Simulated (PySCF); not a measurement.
BeC (charge −1, quartet)

```yaml
atoms:
  - { symbol: Be, position_ang: [0.0000, 0.0000, -0.9652] }
  - { symbol: C, position_ang: [0.0000, 0.0000, 0.7248] }
```

Theory: PBE0/def2-SVPD, non-relativistic Hamiltonian with scalar-relativistic core potentials where named, at a bond length of 1.690 Å in PySCF.

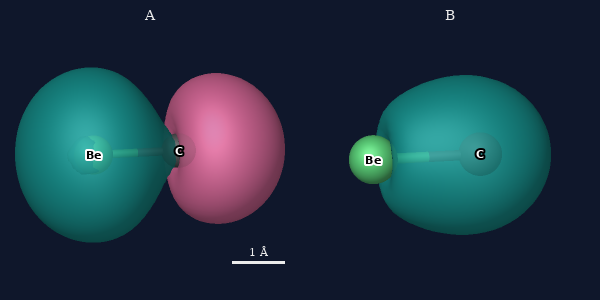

Figure 1. Two frontier β-spin orbitals, each drawn at the value that holds 80 % of its norm (teal and pink are the two phases), in no order; of a degenerate pair one member is drawn.

**Label each orbital by symmetry, say whether it is occupied, and order them by energy.**

Orbital B: σ, occupied in this spin, −7.08 eV; mainly on C (80 %).
Orbital A: σ, occupied in this spin, 0.25 eV; shared between the atoms (Be 40 %, C 60 %).

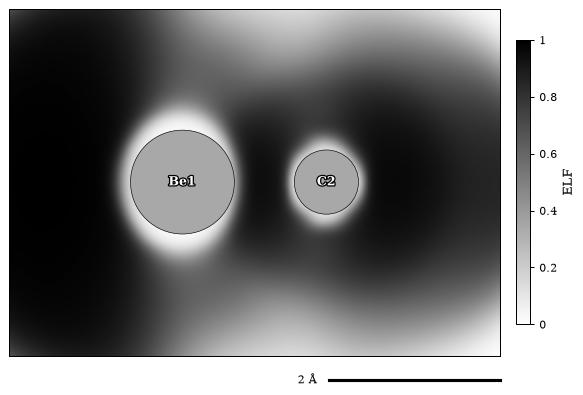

Figure 2. Electron localisation function on a plane that holds the molecular axis. Grey discs cover the atomic cores.

**Describe what can be read from this map.**

Atoms in the plane: Be and C. C–Be (1.69 Å): the ELF peaks at about 0.95 between the atoms (a polar covalent bond). The ELF also peaks beside C2, away from the bonds: non-bonding electrons, paired or unpaired.
